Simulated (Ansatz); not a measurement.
# From GeH4 to Ge(SiH3)4: predicting a member

On one Ge centre, n of the H ligands are replaced by SiH3. The atomisation energy (no zero-point term) y in kJ/mol at CCSD(T)/def2-TZVPP. Shapes, held fixed at every level: PBE0-D4/def2-TZVP. Programs: Ansatz 0.2.0.

```
   molecule  n  y (kJ/mol)
       GeH4  0        1237
 SiH3(GeH3)  1           ?
GeH2(SiH3)2  2        2993
  Ge(SiH3)4  4        4772
```

Q: Fit y = c + s·n to the known rows and predict SiH3(GeH3).

A: 
1. Means of the 3 rows: n = 2.00000, y = 3000.7.
2. Σ(Δn)² = 8, Σ(Δn·Δy) = 7070, so the slope is 7070/8 = 883.75.
3. Intercept: 3000.7 − (883.75) × 2.00000 = 1233.2. The largest residual of the fit is 7.7.
4. SiH3(GeH3): 1233.2 + (883.75) × 1 = 2117 kJ/mol.

The run gave 2112 kJ/mol, so the prediction is off by +5 kJ/mol, within the scatter of the fit. The steps per swap are +875, +881, +890 kJ/mol. The slope is the difference between a Ge–SiH3 and a Ge–H bond with the ligands’ own bonds. Other levels give for SiH3(GeH3): SPW92/def2-TZVPP 2347; BHLYP-D4/def2-TZVPP 2125; B2PLYP/def2-TZVPP 2107 kJ/mol. Relativity is left out for Ge unless named. Correlated rows may include outer-core shells of Ge, which these sets cover unevenly.

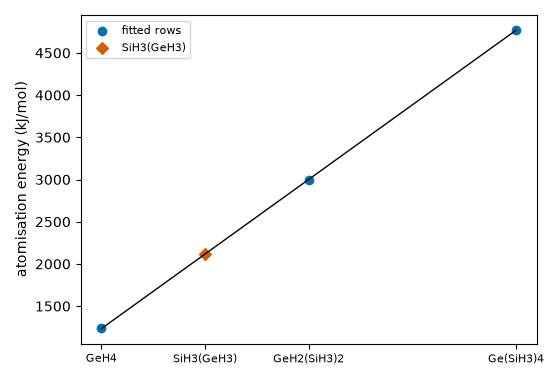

The fitted line, with the withheld member.
